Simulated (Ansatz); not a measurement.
```sh
ansatz run in.yaml --threads 4 --pin off --events-out ev --progress --plain --max-ram 9574MiB
```

```yaml
crystal:
  periodic: [false, false, false]
  atoms:
    - {symbol: Si, position_ang: [-0.751318, -1.409127, -0.015844]}
    - {symbol: H, position_ang: [0.677111, -1.259253, 0.321680]}
    - {symbol: Cl, position_ang: [-0.907390, -2.634584, -1.639669]}
    - {symbol: Cl, position_ang: [-1.710556, -2.237525, 1.583070]}
    - {symbol: H, position_ang: [-1.400108, -0.123281, -0.335959]}
basis:
  gaussian: {orbitals: "def2-QZVPP.json"}
correlation: {method: mp2}
```

What structure does this define?

Formula Cl2H2Si. The point group is C2v. Coordination: 1 Si tetrahedral.

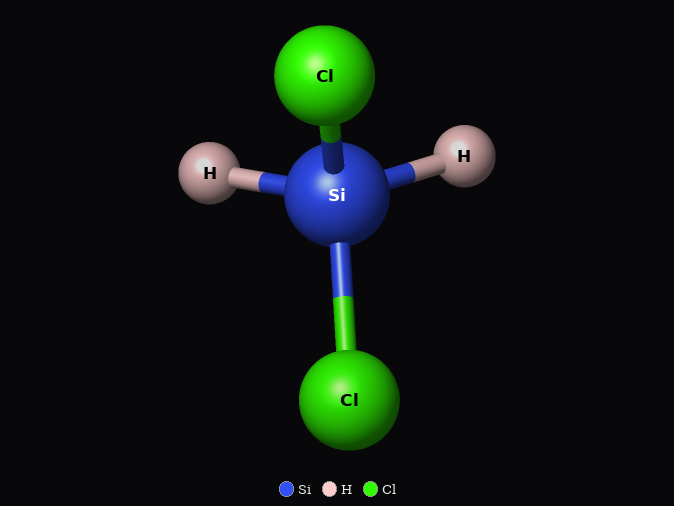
